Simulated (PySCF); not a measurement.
C$_{3}$H$_{10}$ClFSi$_{2}$

Input

```
{"job": {"kind": "nmr", "xc": "PBE0", "basis": "pcSseg-1"}, "charge": 0, "multiplicity": 1}
C     -0.720085    -1.405833    -0.455098
C     -0.626536     0.124308    -0.510613
Si    -2.184785     0.922146     0.258780
Si     0.957521     0.773668     0.299677
F      0.842671     0.569680     1.904485
C      2.501949    -0.246616    -0.165261
Cl     2.804268    -0.118449    -1.919642
H      0.092127    -1.870990    -1.011694
H     -0.676065    -1.757961     0.573589
H     -1.659174    -1.748589    -0.886952
H     -0.602751     0.414956    -1.565145
H     -2.279897     0.571932     1.674054
H     -3.356929     0.405293    -0.454937
H     -2.106792     2.374484     0.096092
H      1.209720     2.194030     0.118262
H      2.398714    -1.306588     0.056440
H      3.399047     0.116559     0.331005
```

Run with:

```sh
OMP_NUM_THREADS=1 python probes_run.py task.json out
```

Geometry: GFN2-xTB.

Method: PySCF 2.14.0, PBE0/pcSseg-1, SCF density, gas phase, non-relativistic.

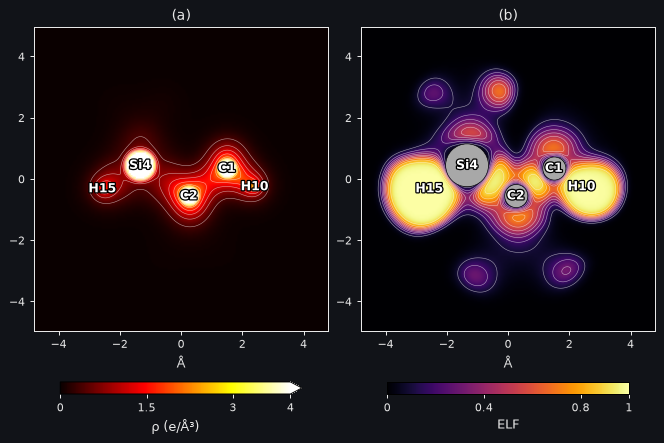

Figure 1. (a) total electron density; (b) electron localisation function on the plane of atoms C1, C2 and Si4. Grey discs cover the atomic cores in the ELF map.

### What does the map show?

The plane passes through C, Si and H nuclei.
C–C (1.53 Å): ρ at the midpoint is about 1.6 e/Å³; the ELF peaks at about 0.95 between the atoms: a covalent bond.
C–Si (1.89 Å): ρ at the midpoint is about 0.94 e/Å³; the ELF peaks at about 0.95 between the atoms: a covalent bond.
C–H (1.09 Å): the density is about 2 e/Å³ at the midpoint; the ELF climbs to about 1 towards the hydrogen, as it does in any bond to H: a covalent bond by its length.
Si–H (1.45 Å): ρ at the midpoint is about 0.84 e/Å³; the ELF climbs to about 1 towards the hydrogen.

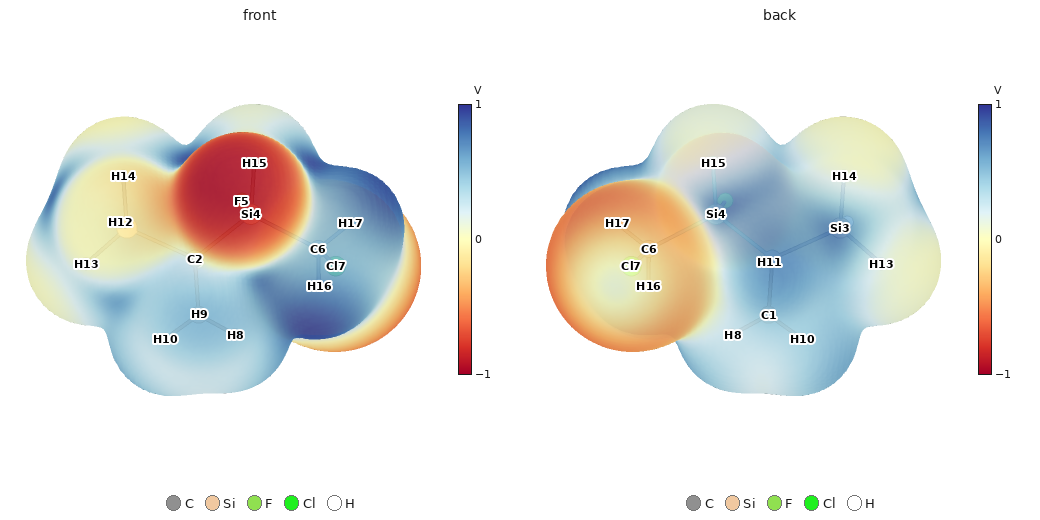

Figure 2. The electrostatic potential painted on the density surface at 0.001 e/bohr³, seen from the front and from behind; the colour scale runs from red (negative) to blue (positive).

### Describe the electrostatic potential map.

The most negative region (about −0.9 V) lies over F5, the most positive (about +0.9 V) over Si4, H16 and H17.
